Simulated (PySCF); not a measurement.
## Electronic structure of B$_{3}$H$_{3}$O$_{3}$ (SMILES B1OBOBO1) in real space

| atom | x (Å) | y (Å) | z (Å) |
| --- | --- | --- | --- |
| O | 0.2351 | 0.8259 | -1.0581 |
| B | -1.0557 | 0.5852 | -0.6639 |
| O | -1.2898 | -0.2529 | 0.3955 |
| B | -0.2483 | -0.8514 | 1.0562 |
| O | 1.0370 | -0.6037 | 0.6496 |
| B | 1.2859 | 0.2339 | -0.4064 |
| H | -1.9734 | 1.1039 | -1.2410 |
| H | -0.4606 | -1.5855 | 1.9835 |
| H | 2.4148 | 0.4484 | -0.7579 |

Geometry: PBE0-D3(BJ)/def2-SVP.

Level of theory: PBE0/pcSseg-2, SCF density, gas phase, non-relativistic (PySCF).

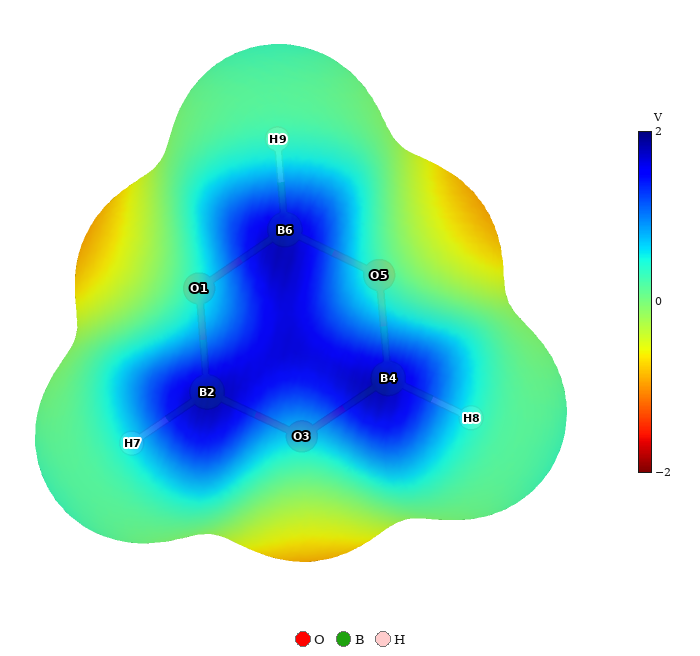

Figure 1. The molecular electrostatic potential painted on the density surface at 0.002 e/bohr³, seen across its widest extent; red is negative and blue positive.

Q: Which sites attract a positive test charge, and which a negative one?

A: A positive charge is drawn to the negative regions and a negative charge to the positive ones. The most negative region (about −0.9 V, or −21 kcal/mol for a unit charge) lies over O1, O3 and O5, the most positive (about +1.8 V, or +42 kcal/mol for a unit charge) over B2, B4 and B6.

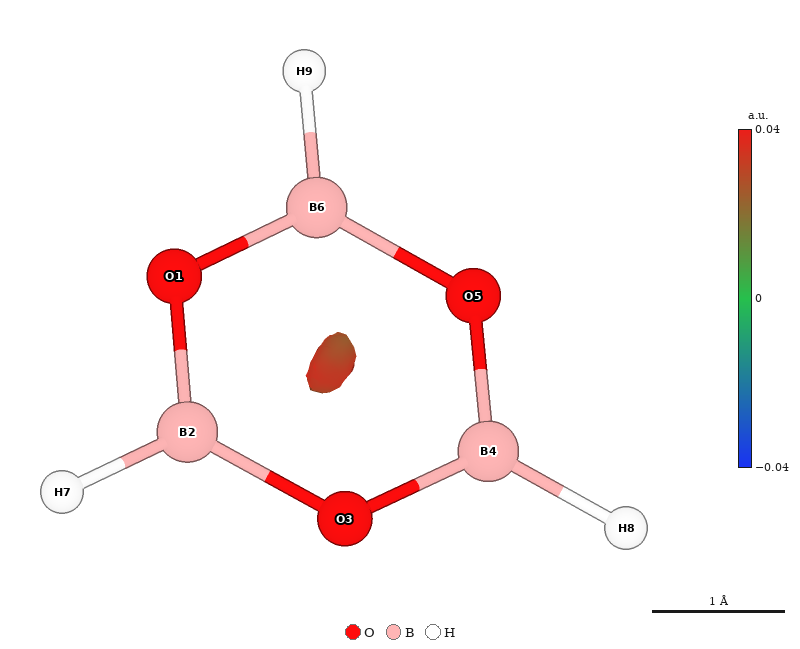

Figure 2. Non-covalent interaction (NCI) plot: the surface where the reduced density gradient is 0.4, for densities under 0.05 a.u., coloured by sign(λ₂)ρ; seen at a tilt.

Q: What holds or crowds the atoms apart from the covalent bonds?

A: Inside the ring or cage of O1, B2, O3, B4, O5 and B6: steric crowding (red).

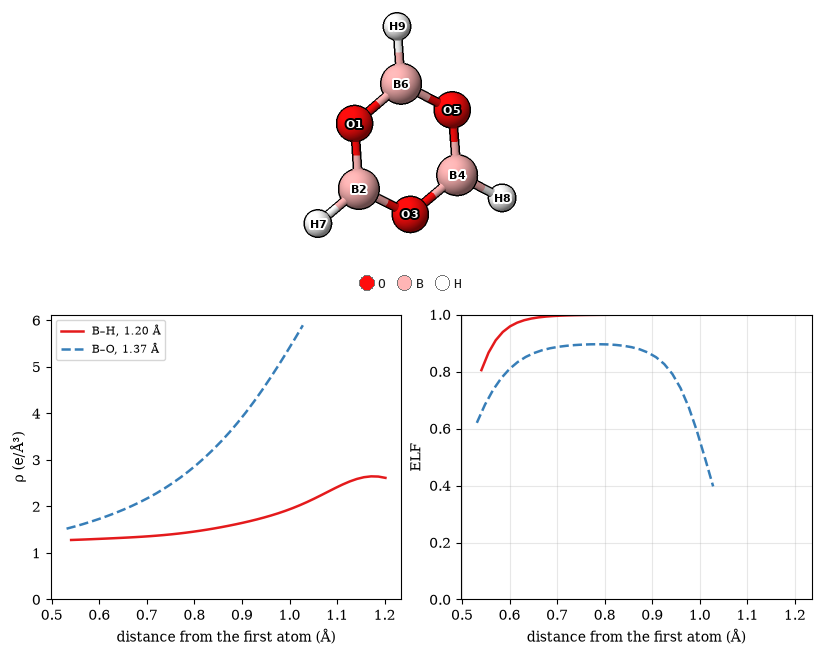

Figure 3. Total electron density and ELF along straight lines between neighbouring atoms. The curves leave out the atomic cores. The structure is drawn too.

Q: What can be read from the curves?

A: B–H (1.20 Å): the density is about 1.3 e/Å³ at the midpoint; the ELF climbs to about 1 towards the hydrogen, as it does in any bond to H: a covalent bond by its length.
B–O (1.37 Å): ρ is about 2.1 e/Å³ halfway; the ELF peaks at about 0.90 between the atoms: a polar covalent bond.
